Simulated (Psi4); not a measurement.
# HF/def2-SVPD run of GeH2O2 (SMILES [OH][Ge][OH])

Aim: the energy change on altering one bond length of GeH2O2 at HF/def2-SVPD, from 2 runs. 

The results are computed with Psi4 1.11.

1 further run of the same task is left out (set aside as unsound or not needed).

## 1. The molecule

GeH2O2: 5 atoms, total charge 0, spin state singlet. As SMILES, `[OH][Ge][OH]`. Geometry: relaxed at PBE0-D4/def2-TZVP. This is one conformer, not always the lowest.

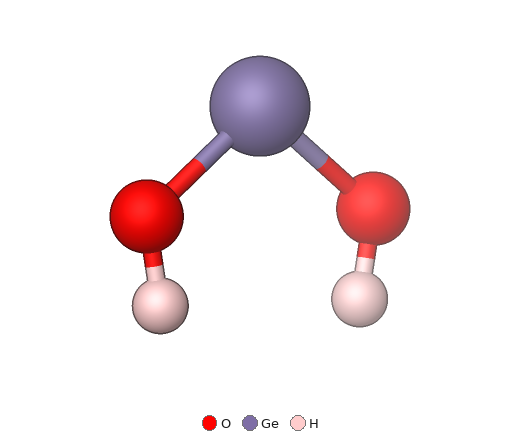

The structure, seen from a chosen angle (oxygen red, germanium purple, hydrogen pink).

## 2. Energy and gradient at HF/def2-SVPD

The input, calc.py:

```python
import psi4

psi4.set_memory('1600 MB')
psi4.set_num_threads(1)
psi4.set_output_file('psi4.out', False)

geom = psi4.geometry("""
0 1
O     -2.53412273    -0.18802775    -0.71318264
Ge    -0.59790935    -1.69281666     1.61628275
O      2.42243992    -0.26890803     1.07752184
H     -1.77804331     1.04086115    -1.81697167
H      2.58212178     0.96980745    -0.24169597
units au
symmetry c1
no_reorient
no_com
""")

psi4.set_options({
    'puream': True,
    'e_convergence': 1e-09,
    'd_convergence': 1e-08,
    'scf_type': 'pk',
})

energy_value, wavefunction = psi4.gradient("scf/def2-SVPD", molecule=geom, return_wfn=True)
psi4.oeprop(wavefunction, "QUADRUPOLE", "WIBERG_LOWDIN_INDICES", "DIPOLE", title="SCF")
print('gradient / Eh bohr^-1')
print(energy_value.np.round(6))
print(f'energy = {wavefunction.energy():.10f} Eh')
```

Launch:

```sh
$ python calc.py
```

psi4.out (excerpt; [...] marks lines left out):

```text
[...]
  Running in c1 symmetry.
[...]
  Nuclear repulsion =  189.662083848002680
[...]
  Multiplicity = 1
[...]
  Nalpha       = 25
  Nbeta        = 25
[...]
    Number of basis functions: 100
[...]
   @RHF iter   1: -2224.99653741587417   -3.97753e+00   2.06688e-02 ADIIS/DIIS
[...]
   @RHF iter  11: -2225.93420526321870   -1.18234e-11   7.36715e-09 DIIS
[...]
    Orbital Energies [Eh]
    ---------------------
    Doubly Occupied:
       1A   -405.231224     2A    -52.154550     3A    -46.255815
       4A    -46.254456     5A    -46.253814     6A    -20.566258
       7A    -20.566230     8A     -7.213363     9A     -5.191351
      10A     -5.188175    11A     -5.184482    12A     -1.668390
      13A     -1.666833    14A     -1.664774    15A     -1.659966
      16A     -1.655612    17A     -1.320500    18A     -1.291273
      19A     -0.746016    20A     -0.687208    21A     -0.599821
      22A     -0.532262    23A     -0.506498    24A     -0.499466
      25A     -0.385899
[...]
  @RHF Final Energy: -2225.93420526321870
   => Energetics <=
    Nuclear Repulsion Energy =            189.6620838480026805
    One-Electron Energy =               -3481.3041037677153327
    Two-Electron Energy =                1065.7078146564940653
    Total Energy =                      -2225.9342052632187006
[...]
  -Total Gradient:
     Atom            X                  Y                   Z
    ------   -----------------  -----------------  -----------------
       1       -0.016510984853    -0.012588869896     0.008343417269
       2        0.000745643838     0.002014327105    -0.002015618133
       3        0.007009664677    -0.012973214536     0.016839502049
       4        0.010550977548     0.011668220199    -0.009348929286
       5       -0.001795301256     0.011879537192    -0.013818371883
[...]
 Multipole Moments:
 ------------------------------------------------------------------------------------
     Multipole            Electronic (a.u.)      Nuclear  (a.u.)        Total (a.u.)
 ------------------------------------------------------------------------------------
 L = 1.  Multiply by 2.5417464519 to convert [e a0] to [Debye]
 Dipole X            :         19.3790383          -19.2224832            0.1565550
 Dipole Y            :         56.2357810          -55.8149508            0.4208303
 Dipole Z            :        -52.9916117           52.5770940           -0.4145177
 Magnitude           :                                                    0.6110913
 L = 2.  Multiply by 1.3450342976 to convert [e a0^2] to [Debye ang]
 Quadrupole XX       :       -145.7722415          119.5885952          -26.1836463
 Quadrupole XY       :        -31.3901291           31.6428686            0.2527395
[...]
```

The script printed:

```text
gradient / Eh bohr^-1
[[-0.016511 -0.012589  0.008343]
 [ 0.000746  0.002014 -0.002016]
 [ 0.00701  -0.012973  0.01684 ]
 [ 0.010551  0.011668 -0.009349]
 [-0.001795  0.01188  -0.013818]]
energy = -2225.9342052632 Eh
```

Run time: 18 s. Hardware: 1 thread of AMD EPYC, shared host; peak memory 0.39 GiB.

## 3. The distorted shape

The input, run.py:

```python
import psi4

psi4.set_memory('1600 MB')
psi4.set_num_threads(1)
psi4.set_output_file('geh2o2.out', False)

mol = psi4.geometry("""
O
Ge 1 1.789818
O 2 1.789862 1 102.36801
H 1 0.961324 2 118.76235 3 0.08568
H 3 1.1055 2 118.76472 1 -0.08236
symmetry c1
no_reorient
no_com
""")

psi4.set_options(dict(basis='def2-SVPD', puream=True, e_convergence=1e-09, d_convergence=1e-08, scf_type='pk'))

result, w = psi4.gradient('hf', return_wfn=True)
psi4.oeprop(w, 'LOWDIN_CHARGES', 'MULLIKEN_CHARGES', 'MAYER_INDICES', title='HF')
print('gradient / Eh bohr^-1')
print(result.np.round(6))
print(f'energy = {w.energy():.10f} Eh')
for k, v in sorted(psi4.core.scalar_variables().items()):
    print(f'{k:45s} {v:18.10f}')
```

Launch:

```sh
$ python run.py
```

geh2o2.out (excerpt; [...] marks lines left out):

```text
[...]
  Running in c1 symmetry.
[...]
  Nuclear repulsion =  188.763806877462201
[...]
  Multiplicity = 1
[...]
  Nalpha       = 25
  Nbeta        = 25
[...]
    Number of basis functions: 100
[...]
   @RHF iter   1: -2224.95799895148912   -4.04133e+00   2.07197e-02 DIIS/ADIIS
[...]
   @RHF iter  13: -2225.91419680205490   -4.09273e-12   2.28377e-09 DIIS
[...]
  @RHF Final Energy: -2225.91419680205490
   => Energetics <=
    Nuclear Repulsion Energy =            188.7638068774622013
    One-Electron Energy =               -3479.6562256300344416
    Two-Electron Energy =                1064.9782219505170815
    Total Energy =                      -2225.9141968020549029
[...]
 Multipole Moments:
 ------------------------------------------------------------------------------------
     Multipole            Electronic (a.u.)      Nuclear  (a.u.)        Total (a.u.)
 ------------------------------------------------------------------------------------
 L = 1.  Multiply by 2.5417464519 to convert [e a0] to [Debye]
 Dipole X            :          0.0008740           -0.0026729           -0.0017988
 Dipole Y            :          4.7807487           -5.2918163           -0.5110676
 Dipole Z            :          3.8750386           -4.2895524           -0.4145138
 Magnitude           :                                                    0.6580388
[...]
  -Total Gradient:
     Atom            X                  Y                   Z
    ------   -----------------  -----------------  -----------------
       1        0.000052801563     0.021085060586     0.002074462434
       2       -0.000025723489     0.000007623660     0.000072336578
       3        0.000165825157     0.069037845660     0.089470265367
       4       -0.000039429884    -0.017417487525    -0.005971117597
       5       -0.000153473347    -0.072713042383    -0.085645946813
[...]
  Mulliken Charges: (a.u.)
   Center  Symbol    Alpha    Beta     Spin     Total
       1     O     4.42808  4.42808  0.00000 -0.85615
       2    GE    15.33228 15.33228  0.00000  1.33544
       3     O     4.48234  4.48234  0.00000 -0.96467
       4     H     0.40616  0.40616  0.00000  0.18768
       5     H     0.35115  0.35115  0.00000  0.29770
   Total alpha = 25.00000, Total beta = 25.00000, Total charge =  0.00000
  Lowdin Charges: (a.u.)
   Center  Symbol    Alpha    Beta     Spin     Total
       1     O     4.23493  4.23493  0.00000 -0.46985
[...]
```

On the terminal:

```text
gradient / Eh bohr^-1
[[ 5.3000e-05  2.1085e-02  2.0740e-03]
 [-2.6000e-05  8.0000e-06  7.2000e-05]
 [ 1.6600e-04  6.9038e-02  8.9470e-02]
 [-3.9000e-05 -1.7417e-02 -5.9710e-03]
 [-1.5300e-04 -7.2713e-02 -8.5646e-02]]
energy = -2225.9141968021 Eh
CURRENT ENERGY                                  -2225.9141968021
CURRENT REFERENCE ENERGY                        -2225.9141968021
DD SOLVATION ENERGY                                 0.0000000000
HF KINETIC ENERGY                                2224.9922378408
HF POTENTIAL ENERGY                             -4450.9064346428
HF TOTAL ENERGY                                 -2225.9141968021
HF VIRIAL RATIO                                     2.0004143650
NUCLEAR REPULSION ENERGY                          188.7638068775
ONE-ELECTRON ENERGY                             -3479.6562256300
PCM POLARIZATION ENERGY                             0.0000000000
PE ENERGY                                           0.0000000000
SCF ITERATION ENERGY                            -2225.9141968021
SCF ITERATIONS                                     13.0000000000
SCF TOTAL ENERGY                                -2225.9141968021
TWO-ELECTRON ENERGY                              1064.9782219505
```

It took 17 s on 1 thread of AMD EPYC, shared host; peak memory 0.39 GiB.

## 4. Summary of results

Level: HF/def2-SVPD.

| quantity | value |
| --- | --- |
| first shape: total energy | -2225.93421 Eh |
| first shape: dipole moment | 1.55 D |
| first shape: HOMO energy | -10.50 eV |
| first shape: LUMO energy | 1.38 eV |
| first shape: HOMO–LUMO gap | 11.88 eV |
| first shape: largest force on an atom | 1.151 eV/Å |
| distorted shape: total energy | -2225.91420 Eh |
| distorted shape: dipole moment | 1.67 D |
| distorted shape: HOMO energy | -10.46 eV |
| distorted shape: LUMO energy | 1.41 eV |
| distorted shape: HOMO–LUMO gap | 11.87 eV |
| distorted shape: largest force on an atom | 5.811 eV/Å |
| energy change with the O3–H5 bond stretched from 0.961 to 1.105 Å | 0.544 eV |

In words: With the O3–H5 bond stretched from 0.961 to 1.105 Å the energy rises by 0.54 eV (12.6 kcal/mol). The first shape isn't relaxed at this level, so the change isn't measured from a minimum. The largest force (first shape) is 1.15 eV/Å: the shape isn't a stationary point for this species at this level.
